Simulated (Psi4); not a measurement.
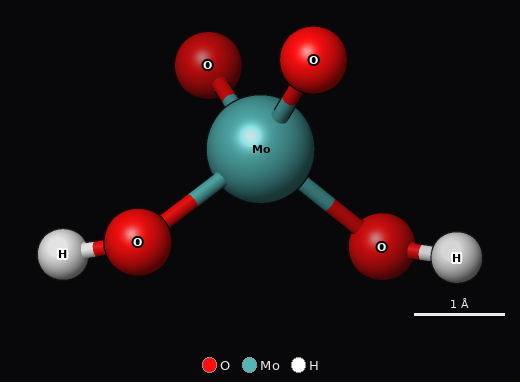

*The structure as given in the input (ball-and-stick view, seen at a tilt). Sticks mark near contacts.*

## Run report: MoH2O4, single-point calculation

- system: MoH2O4, SMILES [O]=[Mo](=[O])([OH])[OH]
- method: wB97M-V/def2-SVP, RKS, core potentials def2 (Psi4 1.11)

The geometry comes from this level: PBE0-D4/def2-TZVP.

The input (h2moo4.json)
```
{
  "schema_name": "qcschema_input",
  "schema_version": 1,
  "molecule": {
    "schema_name": "qcschema_molecule",
    "schema_version": 2,
    "symbols": ["O", "Mo", "O", "O", "O", "H", "H"],
    "geometry": [0.0993807, -3.58989382, -0.44801627, 0.17965626, -0.5429939, 0.40899343, 1.19691473, -0.32862337, 3.3996173, -3.07713554, 0.79939195, 0.14101136, 2.40199308, 1.24155006, -1.67834136, -3.83623852, 1.83394141, 1.42547711, 3.03542928, 0.58666548, -3.24876046],
    "molecular_charge": 0,
    "molecular_multiplicity": 1,
    "fix_symmetry": "c1"
  },
  "driver": "energy",
  "model": {
    "method": "wb97m-v",
    "basis": "def2-SVP"
  },
  "keywords": {
    "puream": true,
    "e_convergence": 1e-09,
    "d_convergence": 1e-08,
    "scf_type": "pk",
    "dft_radial_points": 99,
    "dft_spherical_points": 590
  }
}
```

Launched with:
```bash
psi4 --qcschema h2moo4.json -n 1 --memory 2200MB
```

What the program printed
```
Psi4 1.11 release

   => Loading Basis Set <=

    Name: DEF2-SVP
    Role: ORBITAL
    Keyword: BASIS

    !!!  WARNING: ECP capability is in beta. Please check occupations closely.  !!!

         ---------------------------------------------------------
                                   SCF
                              RKS Reference
                        1 Threads,   2098 MiB Core
         ---------------------------------------------------------

  ==> Geometry <==

    Molecular point group: c1
    Full point group: C1

    Geometry (in Bohr), charge = 0, multiplicity = 1:

       Center              X                  Y                   Z               Mass
    ------------   -----------------  -----------------  -----------------  -----------------
         O           -0.063629767974    -3.097192217814    -0.819132782294    15.994914619570
         MO           0.016645792026    -0.050292297814     0.037876917706    97.905404820000
         O            1.033904262026     0.164078232186     3.028500787706    15.994914619570
         O           -3.240146007974     1.292093552186    -0.230105152294    15.994914619570
         O            2.238982612026     1.734251662186    -2.049457872294    15.994914619570
         H           -3.999248987974     2.326643012186     1.054360597706     1.007825032230
         H            2.872418812026     1.079367082186    -3.619876972294     1.007825032230

  Running in c1 symmetry.

  Rotational constants: A =      0.12948  B =      0.11648  C =      0.10972 [cm^-1]
  Rotational constants: A =   3881.73606  B =   3492.11578  C =   3289.17493 [MHz]
  Nuclear repulsion =  226.529775216206133

  Charge       = 0
  Multiplicity = 1
  Electrons    = 48
  Nalpha       = 24
  Nbeta        = 24

  ==> Algorithm <==

  SCF Algorithm Type is PK.
  DIIS enabled.
  MOM disabled.
  Fractional occupation disabled.
  Guess Type is SAD.
  Energy threshold   = 1.00e-09
  Density threshold  = 1.00e-08
  Integral threshold = 1.00e-12

  ==> Primary Basis <==

  Basis Set: DEF2-SVP
    Blend: DEF2-SVP
    Number of shells: 41
    Number of basis functions: 97
    Number of Cartesian functions: 106
    Spherical Harmonics?: true
    Max angular momentum: 3

  Core potential: DEF2-SVP
    Number of shells: 4
    Number of ECP primitives: 14
    Number of ECP core electrons: 28
    Max angular momentum: 3

  ==> DFT Potential <==

   => LibXC <=

    Version 7.1.2

   => Composite Functional: WB97M-V <=

    wB97M-V Hyb-GGA Exchange-Correlation Functional

    Deriv               =              1
    GGA                 =           TRUE
    Meta                =           TRUE

    Exchange Hybrid     =           TRUE
    MP2 Hybrid          =          FALSE

   => Exchange-Correlation Functionals <=

    1.0000   wB97M-V exchange-correlation functional

   => Exact (HF) Exchange <=

    0.8500            HF,LR [omega = 0.3000]
    0.1500               HF

   => LibXC Density Thresholds  <==

    XC_HYB_MGGA_XC_WB97M_V:  1.00E-13

   => VV10 Non-Local Parameters <=

    VV10 B              =     6.0000E+00
    VV10 C              =     1.0000E-02

   => Molecular Quadrature <=

    Radial Scheme          =       TREUTLER
    Pruning Scheme         =           NONE
    Nuclear Scheme         =       TREUTLER

    Blocking Scheme        =         OCTREE
    BS radius alpha        =              1
    Pruning alpha          =              1
    Radial Points          =             99
    Spherical Points       =            590
    Total Points           =         392434
    Total Blocks           =           2878
    Max Points             =            256
    Max Functions          =             95
    Weights Tolerance      =       1.00E-15

  ==> Integral Setup <==

  Using in-core PK algorithm.
   Calculation information:
      Number of atoms:                   7
      Number of AO shells:              41
      Number of primitives:             77
      Number of atomic orbitals:       106
      Number of basis functions:        97

      Integral cutoff                 1.00e-12
      Number of threads:                 1

  Performing in-core PK
  Using 33893643 doubles for integral storage.
  We computed 331411 shell quartets total.
  Whereas there are 371091 unique shell quartets.

  Computing range-separated integrals for PK
  We computed 331411 wK shell quartets total.
  Whereas there are 371091 wK unique shell quartets.

  ==> DiskJK: Disk-Based J/K Matrices <==

    J tasked:                  Yes
    K tasked:                  Yes
    wK tasked:                 Yes
    Omega:               3.000E-01
    Memory [MiB]:              675
    Schwarz Cutoff:          1E-12

  Cached 33.4% of DFT collocation blocks in 0.656 [GiB].

  Minimum eigenvalue in the overlap matrix is 1.3475173492E-02.
  Reciprocal condition number of the overlap matrix is 3.1176475062E-03.
    Using symmetric orthogonalization.

  ==> Pre-Iterations <==

  SCF Guess: Superposition of Atomic Densities via on-the-fly atomic UHF (no occupation information).

   -------------------------
    Irrep   Nso     Nmo
   -------------------------
     A         97      97
   -------------------------
    Total      97      97
   -------------------------

  ==> Iterations <==

                        Total Energy        Delta E     RMS |[F,P]|

   @RKS iter SAD:  -368.55756603493137   -3.68558e+02   0.00000e+00
   @RKS iter   1:  -369.03988588754777   -4.82320e-01   1.54356e-02 DIIS/ADIIS
   @RKS iter   2:  -364.44758682523724    4.59230e+00   3.79013e-02 DIIS/ADIIS
   @RKS iter   3:  -369.90839203490123   -5.46081e+00   5.91954e-03 DIIS/ADIIS
   @RKS iter   4:  -370.00451435321463   -9.61223e-02   2.58024e-03 DIIS/ADIIS
   @RKS iter   5:  -370.02711829381138   -2.26039e-02   4.67723e-04 DIIS/ADIIS
   @RKS iter   6:  -370.02813457664763   -1.01628e-03   1.77109e-04 DIIS/ADIIS
   @RKS iter   7:  -370.02830314898978   -1.68572e-04   1.06087e-04 DIIS/ADIIS
   @RKS iter   8:  -370.02835193026328   -4.87813e-05   3.27075e-05 DIIS
   @RKS iter   9:  -370.02836237170663   -1.04414e-05   9.03053e-06 DIIS
   @RKS iter  10:  -370.02836309235772   -7.20651e-07   5.24362e-06 DIIS
   @RKS iter  11:  -370.02836326154522   -1.69188e-07   1.63218e-06 DIIS
   @RKS iter  12:  -370.02836329542203   -3.38768e-08   5.36190e-07 DIIS
   @RKS iter  13:  -370.02836330245094   -7.02892e-09   1.59525e-07 DIIS
   @RKS iter  14:  -370.02836330312351   -6.72571e-10   5.27762e-08 DIIS
   @RKS iter  15:  -370.02836330320895   -8.54357e-11   1.89497e-08 DIIS
   @RKS iter  16:  -370.02836330321611   -7.16227e-12   6.37606e-09 DIIS
  Energy and wave function converged.

  ==> Post-Iterations <==

   Electrons on quadrature grid:
      Ntotal   =   47.9999992996 ; deviation = -7.004e-07

    Orbital Energies [Eh]
    ---------------------

    Doubly Occupied:

       1A    -19.383056     2A    -19.383048     3A    -19.376288
       4A    -19.376284     5A     -2.844343     6A     -1.849695
       7A     -1.841073     8A     -1.831186     9A     -1.126949
      10A     -1.120398    11A     -1.046474    12A     -1.035396
      13A     -0.654324    14A     -0.650255    15A     -0.558369
      16A     -0.553376    17A     -0.545609    18A     -0.524807
      19A     -0.498724    20A     -0.462819    21A     -0.459293
      22A     -0.447771    23A     -0.440081    24A     -0.423433

    Virtual:

      25A      0.002673    26A      0.008364    27A      0.032813
      28A      0.045087    29A      0.072475    30A      0.089019
      31A      0.090540    32A      0.096889    33A      0.100304
      34A      0.183118    35A      0.198198    36A      0.256444
      37A      0.373364    38A      0.373866    39A      0.393151
      40A      0.422587    41A      0.429049    42A      0.468502
      43A      0.489243    44A      0.494398    45A      0.720747
      46A      0.723712    47A      1.040340    48A      1.053818
      49A      1.060582    50A      1.068562    51A      1.097851
      52A      1.116004    53A      1.124416    54A      1.185197
      55A      1.211195    56A      1.255679    57A      1.261115
      58A      1.299142    59A      1.323369    60A      1.342423
      61A      1.420237    62A      1.442267    63A      1.449001
      64A      1.452287    65A      1.491962    66A      1.531982
      67A      1.532990    68A      1.565501    69A      1.617424
      70A      1.661632    71A      1.665303    72A      1.775875
      73A      1.794877    74A      1.941103    75A      2.299684
      76A      2.301488    77A      2.710124    78A      2.713998
      79A      2.720402    80A      2.748455    81A      2.762723
      82A      2.782621    83A      2.828436    84A      2.831152
      85A      2.888966    86A      2.911852    87A      2.920236
      88A      2.954599    89A      2.997193    90A      3.024462
      91A      3.039753    92A      3.057654    93A      3.103782
      94A      3.512503    95A      3.765199    96A      3.778514
      97A     39.493311

    Final Occupation by Irrep:
              A
    DOCC [    24 ]
    NA   [    24 ]
    NB   [    24 ]

  @RKS Final Energy:  -370.02836330321611

   => Energetics <=

    Nuclear Repulsion Energy =            226.5297752162061329
    One-Electron Energy =                -981.5075222190466775
    Two-Electron Energy =                 415.0779245892916265
    DFT Exchange-Correlation Energy =     -30.3157414831598189
    Empirical Dispersion Energy =           0.0000000000000000
    VV10 Nonlocal Energy =                  0.1872005934925318
    Total Energy =                       -370.0283633032161106

Computation Completed

Properties will be evaluated at   0.000000,   0.000000,   0.000000 [a0]

Properties computed using the SCF density matrix

 Multipole Moments:

 ------------------------------------------------------------------------------------
     Multipole            Electronic (a.u.)      Nuclear  (a.u.)        Total (a.u.)
 ------------------------------------------------------------------------------------

 L = 1.  Multiply by 2.5417464519 to convert [e a0] to [Debye]
 Dipole X            :          0.8872274           -1.1409003           -0.2536729
 Dipole Y            :         -2.6808987            3.4477678            0.7668691
 Dipole Z            :          2.0191227           -2.5967997           -0.5776769
 Magnitude           :                                                    0.9930503

 ------------------------------------------------------------------------------------

	total time  =        102 seconds =       1.70 minutes

    Psi4 run time: 0:01:42.44
```

File result.json
```
{
 "driver": "energy",
 "model": {
  "method": "wb97m-v",
  "basis": "def2-SVP"
 },
 "success": true,
 "return_result": -370.0283633032161,
 "properties": {
  "calcinfo_nbasis": 97,
  "calcinfo_nmo": 97,
  "calcinfo_nalpha": 24,
  "calcinfo_nbeta": 24,
  "calcinfo_natom": 7,
  "nuclear_repulsion_energy": 226.52977521620613,
  "return_energy": -370.0283633032161,
  "scf_one_electron_energy": -981.5075222190467,
  "scf_two_electron_energy": 415.0779245892916,
  "scf_vv10_energy": 0.18720059349253176,
  "scf_xc_energy": -30.31574148315982,
  "scf_dipole_moment": [-0.253672924396495, 0.76686909368946, -0.5776769449585575],
  "scf_total_energy": -370.0283633032161,
  "scf_iterations": 16
 }
}
```

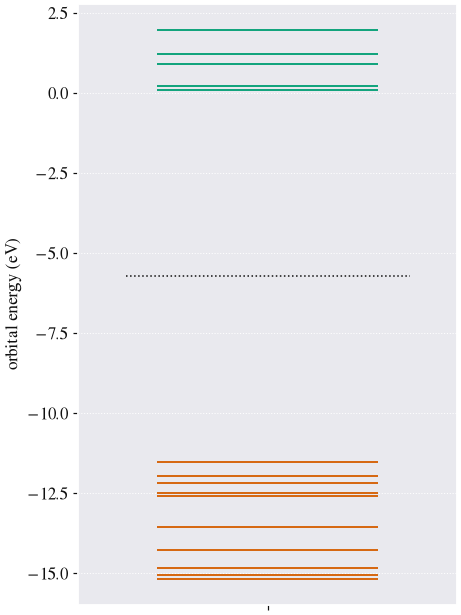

*Orbital energies near the frontier; the dotted line parts filled from empty levels, and levels within 0.02 eV of each other stand side by side.*

Highest filled −11.52 eV, lowest empty 0.07 eV, 11.59 eV apart.

Key numbers

- outcome: converged
- total energy: −370.028363 hartree
- basis functions: 97
- HOMO: −11.52 eV
- LUMO: 0.07 eV
- dipole moment: 2.52 D
- hardware: 1 thread of Intel Xeon (Granite Rapids), 64 GiB of memory available, shared host
- wall time: 1.7 min
- peak memory: 1.2 GiB
